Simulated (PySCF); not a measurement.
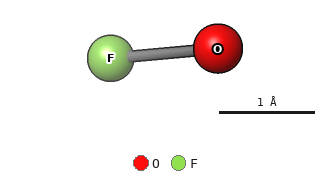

Figure 1. The structure as given in the input (ball-and-stick view, seen at a tilt). Bond lengths as drawn: F–O 1.33 Å.

**GW calculation, with input and output: OF**

- system: OF (Oxygen monofluoride), multiplicity 2, SMILES [O]F
- method: G0W0 (B3LYP)/ANO-RCC-MB, UKS, sfX2C (PySCF 2.14.0)

The geometry comes from this level: PBE0-D4/def2-TZVP.

The program's output:
```
WARN: HOMO -0.317624927191048 >= LUMO -0.317624927191048

converged SCF energy = -175.016677205508  <S^2> = 0.75061671  2S+1 = 2.0006166
Final energy -175.01667720550802

WARN: Even tempered Gaussians are generated as DF auxbasis for  O F

WARN: GW QP energies may not be sorted from min to max

spin 0
   8     -12.0082     -16.1260
   9     -10.6101     -14.6969
  10      -2.2184       6.1982
spin 1
   8     -10.0951     -14.2204
   9      -6.5260       0.6557
  10      -1.6056       7.1952
```

The run was set up as follows.

Input file (input.py):
```python
from pyscf import gto, dft
from pyscf.gw.ugw_ac import UGWAC

molecule = gto.M(
    atom=[
    ('O', (0.000000, 0.000000, -0.015950)),
    ('F', (-0.000000, -0.000000, 1.314400)),
],
    verbose=3,
    basis='ano-rcc-mb',
    charge=0,
    max_memory=1860,
    spin=1,
)

mf = dft.UKS(molecule, xc='b3lyp')
mf = mf.sfx2c1e()
mf.grids.level = 4
mf.conv_tol = 1e-10
mf.kernel()
if not mf.converged:
    mf = mf.newton().run(mf.mo_coeff, mf.mo_occ)

e_final = mf.e_tot
print('Final energy', e_final)

nocc = molecule.nelec[0]
orbs = list(range(max(0, nocc - 2), min(molecule.nao, nocc + 2)))
mygw = UGWAC(mf)
mygw.orbs = orbs
mygw.kernel()
for s in range(2):
    print('spin', s)
    for p in orbs:
        print('%4d %12.4f %12.4f' % (p + 1, mf.mo_energy[s][p] * 27.211386, mygw.mo_energy[s][p] * 27.211386))
```

Launched with:
```bash
OMP_NUM_THREADS=1 python input.py
```

Key numbers:

| quantity | value |
| --- | --- |
| outcome | converged |
| total energy | −175.016677 hartree |
| basis functions | 10 |
| ⟨S²⟩ | 0.751 |
| dipole moment | 0.01 D |
| hardware | 1 thread of Arm Neoverse V1, 24 GiB of memory available, shared host |
| wall time | 2.7 s |
| peak memory | 0.16 GiB |
